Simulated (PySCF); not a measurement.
# One shape, several levels: triplet Si2H6O

Aim: a comparison of 6 runs (U-r2SCAN/cc-pVDZ, UB3LYP/cc-pVDZ, UM06-L/cc-pVDZ, UPBE/cc-pVDZ, UPBE0/cc-pVDZ, UTPSS/cc-pVDZ) of triplet Si2H6O. The job is set up through a Python script.

The calculation is run with PySCF 2.14.0.

3 further runs of the same task are left out: 1 that didn't finish, 2 set aside as unsound or not needed.

## (1) The system as given

The species is Si2H6O (9 atoms), meant as a triplet with charge 0. SMILES of the parent species: `[SiH3]O[SiH3]`. The coordinates come from a PBE0-D4/def2-TZVP relaxation. That shape belongs to the parent species and isn't relaxed for this state.

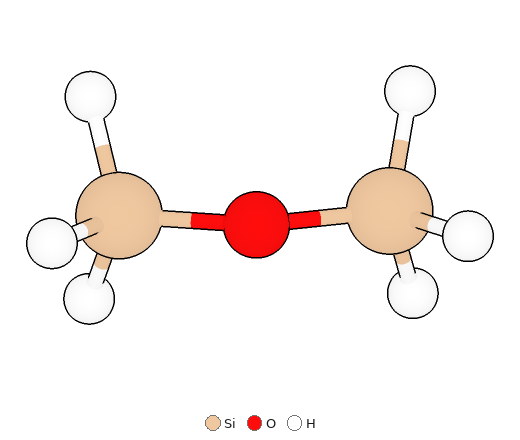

The structure, seen from a chosen angle (silicon light orange, oxygen red, hydrogen white).

## (2) The energy at U-r2SCAN/cc-pVDZ (run 1)

job.py

```python
from pyscf import gto, dft

mol = gto.Mole()
mol.atom = '''
Si  -0.710290   1.052660  -0.919520
O    0.425550   0.090990  -0.245380
Si   0.775570  -1.038810   0.881750
H   -1.787270   0.226580  -1.525660
H   -0.060640   1.872420  -1.970220
H   -1.306170   1.942760   0.111330
H    2.224270  -1.343130   0.800010
H   -0.009310  -2.275600   0.628780
H    0.448290  -0.527870   2.238910
'''
mol.basis = 'cc-pvdz'
mol.spin = 2
mol.verbose = 3
mol.max_memory = 1860
mol.build()

myscf = dft.UKS(mol)
myscf.xc = 'r2scan'
myscf.grids.level = 5
myscf.conv_tol = 1e-10
myscf.kernel()
if not myscf.converged:
    myscf = myscf.newton().run(myscf.mo_coeff, myscf.mo_occ)

etot = myscf.e_tot
print('E = %.10f Eh' % etot)
```

On the command line:

```sh
OMP_NUM_THREADS=1 python job.py
```

Log:

```text
WARN: HOMO -0.0624512006445599 >= LUMO -0.348368433779086

WARN: HOMO -0.0210393473258561 >= LUMO -0.125482160397322

WARN: HOMO -0.0571323491929046 >= LUMO -0.287917017467004

WARN: HOMO -0.0499516099413211 >= LUMO -0.27572725020563

WARN: HOMO -0.0533391050309313 >= LUMO -0.280494980128342

WARN: HOMO -0.0548697690385045 >= LUMO -0.282346234599569

WARN: HOMO -0.0550890268934623 >= LUMO -0.282070583673061

WARN: HOMO -0.0554665750544845 >= LUMO -0.282048118074846

WARN: HOMO -0.0554687437435479 >= LUMO -0.282042716200614

WARN: HOMO -0.055409194658584 >= LUMO -0.282019559552075

WARN: HOMO -0.0554116525167281 >= LUMO -0.281998073187465

WARN: HOMO -0.0554126625639828 >= LUMO -0.28200650868615

WARN: HOMO -0.05540820905517 >= LUMO -0.282000167617412

WARN: HOMO -0.0554082684681538 >= LUMO -0.282003357899915

WARN: HOMO -0.0554087609791805 >= LUMO -0.28200371788547

WARN: HOMO -0.0554085956881556 >= LUMO -0.282004030134063

WARN: HOMO -0.055408757354479 >= LUMO -0.282004068136885

WARN: HOMO -0.055408650909611 >= LUMO -0.282004079850724

converged SCF energy = -657.517699488376  <S^2> = 2.0071202  2S+1 = 3.0047431
E = -657.5176994884 Eh
```

Wall time 97 s (1 thread of Arm Neoverse V1, shared host); peak memory 0.48 GiB.

## (3) A single-point energy at UB3LYP/cc-pVDZ (run 2)

calc.py

```python
from pyscf import gto, dft

molecule = gto.Mole()
molecule.atom = '''
Si      -0.710290       1.052660      -0.919520
O        0.425550       0.090990      -0.245380
Si       0.775570      -1.038810       0.881750
H       -1.787270       0.226580      -1.525660
H       -0.060640       1.872420      -1.970220
H       -1.306170       1.942760       0.111330
H        2.224270      -1.343130       0.800010
H       -0.009310      -2.275600       0.628780
H        0.448290      -0.527870       2.238910
'''
molecule.verbose = 3
molecule.max_memory = 1860
molecule.spin = 2
molecule.basis = 'cc-pvdz'
molecule.build()

calc0 = dft.UKS(molecule)
calc0.xc = 'b3lyp'
calc0.conv_tol = 1e-10
calc0.grids.level = 5
calc0.kernel()
if not calc0.converged:
    calc0 = calc0.newton().run(calc0.mo_coeff, calc0.mo_occ)

etot = calc0.e_tot
print('Final energy', etot)
```

On the command line:

```sh
OMP_NUM_THREADS=1 python calc.py
```

Log:

```text
WARN: HOMO -0.0509705496336705 >= LUMO -0.350972713341708

WARN: HOMO -0.0305461139488044 >= LUMO -0.141701239803153

WARN: HOMO -0.0668537032393699 >= LUMO -0.282800851274631

WARN: HOMO -0.0577390153777189 >= LUMO -0.260499733636574

WARN: HOMO -0.0627717722182899 >= LUMO -0.264653920333762

WARN: HOMO -0.0634887118817229 >= LUMO -0.264098166926816

WARN: HOMO -0.0640670952139732 >= LUMO -0.264383772798557

WARN: HOMO -0.0641280959626709 >= LUMO -0.264420432022379

WARN: HOMO -0.0641211923363727 >= LUMO -0.264419013515036

WARN: HOMO -0.0641255339218723 >= LUMO -0.264424748722223

WARN: HOMO -0.0641316222013937 >= LUMO -0.264427476738848

WARN: HOMO -0.0641350008199857 >= LUMO -0.264427920236074

WARN: HOMO -0.064135889767297 >= LUMO -0.264431520412833

WARN: HOMO -0.0641343284649705 >= LUMO -0.26442695294753

WARN: HOMO -0.0641367563641966 >= LUMO -0.264429962587438

WARN: HOMO -0.0641351606794238 >= LUMO -0.264428157100529

WARN: HOMO -0.0641352890691462 >= LUMO -0.264428303296786

WARN: HOMO -0.0641353983012989 >= LUMO -0.264428290280687

converged SCF energy = -657.65032993332  <S^2> = 2.0063594  2S+1 = 3.0042366
Final energy -657.6503299333198
```

Run time: 49 s. Hardware: 1 thread of Arm Neoverse V1, shared host; peak memory 0.43 GiB.

Runs 3 to 5 aren't shown in full; the table further down has their settings and results.

## (4) The energy at UTPSS/cc-pVDZ (run 6)

input.py

```python
from pyscf import gto, dft

system = gto.M(
    atom='''
Si      -0.710290       1.052660      -0.919520
O        0.425550       0.090990      -0.245380
Si       0.775570      -1.038810       0.881750
H       -1.787270       0.226580      -1.525660
H       -0.060640       1.872420      -1.970220
H       -1.306170       1.942760       0.111330
H        2.224270      -1.343130       0.800010
H       -0.009310      -2.275600       0.628780
H        0.448290      -0.527870       2.238910
''',
    verbose=3,
    basis='cc-pvdz',
    spin=2,
    max_memory=1860,
)

ks = dft.UKS(system, xc='tpss')
ks.conv_tol = 1e-10
ks.grids.level = 5
ks.kernel()
if not ks.converged:
    ks = ks.newton().run(ks.mo_coeff, ks.mo_occ)

energy = ks.e_tot
print('E(%s) = %.9f' % ('TPSS', energy))
```

On the command line:

```sh
OMP_NUM_THREADS=1 python input.py
```

Log:

```text
WARN: HOMO -0.06498461880344 >= LUMO -0.345172370190524

WARN: HOMO -0.0147932223248763 >= LUMO -0.110864527009878

WARN: HOMO -0.0526125553789965 >= LUMO -0.286730550844651

WARN: HOMO -0.0411434458121764 >= LUMO -0.26297664940587

WARN: HOMO -0.0445215838099275 >= LUMO -0.274692906342037

WARN: HOMO -0.046874293454823 >= LUMO -0.278968787627174

WARN: HOMO -0.047447735535219 >= LUMO -0.279421127320355

WARN: HOMO -0.0488464079993096 >= LUMO -0.280810615320852

WARN: HOMO -0.0491824513322303 >= LUMO -0.281062145282899

WARN: HOMO -0.0492386749625529 >= LUMO -0.281127565779525

WARN: HOMO -0.0491080663393579 >= LUMO -0.281018176006803

WARN: HOMO -0.0491472251386011 >= LUMO -0.281036678124779

WARN: HOMO -0.0491367769610256 >= LUMO -0.281024671463126

WARN: HOMO -0.0491332955876675 >= LUMO -0.281024427116132

WARN: HOMO -0.0491324724543118 >= LUMO -0.281023975847716

WARN: HOMO -0.0491339748294073 >= LUMO -0.281025471650941

WARN: HOMO -0.0491333082327681 >= LUMO -0.281025722846548

WARN: HOMO -0.0491331972555957 >= LUMO -0.281025859588368

WARN: HOMO -0.0491331582757302 >= LUMO -0.281025382684207

converged SCF energy = -657.686019684931  <S^2> = 2.004267  2S+1 = 3.0028434
E(TPSS) = -657.686019685
```

Wall time 1.8 min (1 thread of Arm Neoverse V1, shared host); peak memory 0.48 GiB.

## (5) Overview of the runs

```csv
run,level,energy (Eh),dipole moment (D),HOMO energy (eV),⟨S²⟩,wall time
1,U-r2SCAN/cc-pVDZ,-657.517699,0.89,-1.51,2.007,97 s
2,UB3LYP/cc-pVDZ,-657.650330,0.87,-1.75,2.006,49 s
3,UM06-L/cc-pVDZ,-657.601029,0.80,-1.28,2.005,94 s
4,UPBE/cc-pVDZ,-657.223430,0.95,-1.43,2.003,48 s
5,UPBE0/cc-pVDZ,-657.271086,0.81,-2.01,2.007,46 s
6,UTPSS/cc-pVDZ,-657.686020,0.85,-1.34,2.004,1.8 min
```

## (6) What came out

| quantity | value |
| --- | --- |
| run 6: total energy | -657.68602 Eh |
| run 6: dipole moment | 0.85 D |
| run 6: HOMO energy (highest over α and β) | -1.34 eV |
| run 6: ⟨S²⟩ | 2.004 |

The dipole moment (its size) runs from 0.80 D (UM06-L/cc-pVDZ) to 0.95 D (UPBE/cc-pVDZ). Totals of different functionals can't be ranked against each other. All runs together took 7.3 min, the longest 1.8 min.
